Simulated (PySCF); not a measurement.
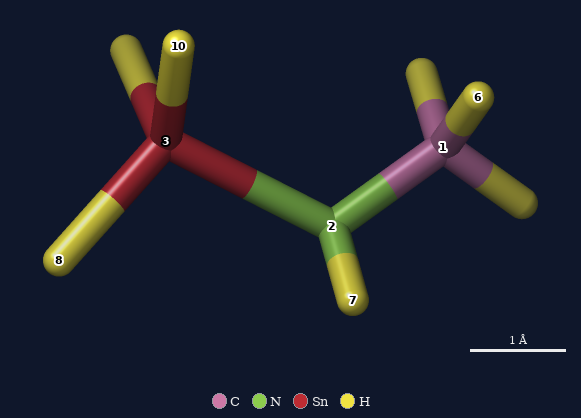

**Figure 1.** The structure as given in the input (stick view, seen at a tilt; atoms are numbered from 1 in the order of the input). Sticks mark near contacts.

**Excited-state calculation of CH7NSn**

System: CH7NSn.
Method: CIS/def2-SVP, RHF, core potentials def2-svp (PySCF 2.14.0).

The geometry comes from this level: PBE0-D4/def2-TZVP.

### What the program printed
```
converged SCF energy = -309.62361471599
E = -309.6236147160 Eh
Excitation energies (eV)
[6.72088954 8.60761723 8.70048194]

** Singlet excitation energies and oscillator strengths **
state   eV      nm      f
  1    6.7209    184.5   0.04552
  2    8.6076    144.0   0.00139
  3    8.7005    142.5   0.01863
```

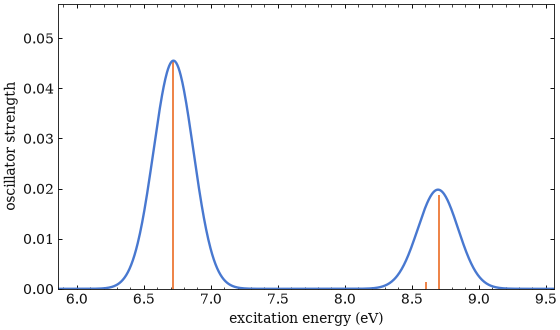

**Figure 2.** Computed excitations as sticks (degenerate states added up, dark ones marked on the axis), with a Gaussian envelope of 0.35 eV full width at half maximum, scaled to the tallest. Of the 3 states the lowest lies at 6.72 eV (f = 0.046); the strongest line is at 6.72 eV, or 184 nm (f = 0.046).

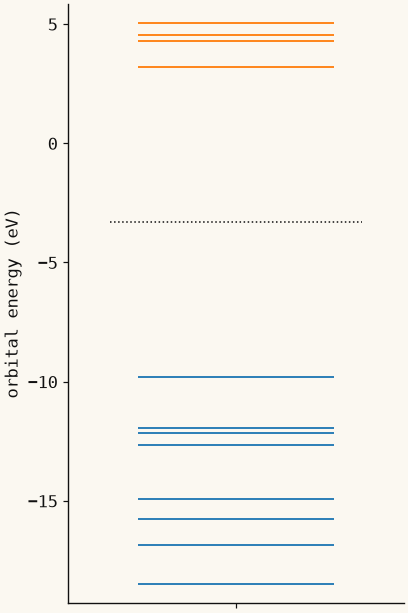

**Figure 3.** Orbital energies near the frontier (SCF reference); the dotted line parts filled from empty levels, and levels within 0.02 eV of each other stand side by side. Highest filled −9.80 eV, lowest empty 3.22 eV, 13.02 eV apart.

The run was set up as follows.

### Input (run.py)
```python
from pyscf import gto, tdscf

molecule = gto.M(
    atom='''
C   -0.898400   0.758000  -0.879200
N   -0.343000  -0.532900  -0.516500
Sn   0.897300  -0.629400   1.085100
H   -1.664200   0.637600  -1.652700
H   -1.396800   1.201100  -0.011700
H   -0.168200   1.494600  -1.247500
H    0.037300  -1.004000  -1.326200
H    1.451700  -2.239000   1.169900
H   -0.052600  -0.195500   2.433700
H    2.220200   0.458400   0.948000
''',
    max_memory=1860,
    charge=0,
    verbose=3,
    basis='def2-svp',
    ecp={'Sn': 'def2-svp'},
)

hf = molecule.RHF()
hf.conv_tol = 1e-12
hf.kernel()

etot = hf.e_tot
print('E = %.10f Eh' % etot)

td = tdscf.TDA(hf)
td.nstates = 3
td.kernel()
td.analyze()
roots = td.e * 27.211386
osc = td.oscillator_strength()
print('state   eV      nm      f')
for i, (w, f) in enumerate(zip(roots, osc), 1):
    print('%3d %9.4f %8.1f %9.5f' % (i, w, 1239.842 / w, f))
```

Run as:
```bash
OMP_NUM_THREADS=1 python run.py
```

### Summary

| quantity | value |
| --- | --- |
| outcome | converged |
| total energy | −309.623615 hartree |
| basis functions | 89 |
| HOMO of the SCF reference | −9.80 eV |
| LUMO of the SCF reference | 3.22 eV |
| lowest excitation | 6.72 eV |
| hardware | 1 thread of Arm Neoverse V1, 24 GiB of memory available, shared host |
| wall time | 12 s |
| peak memory | 0.2 GiB |
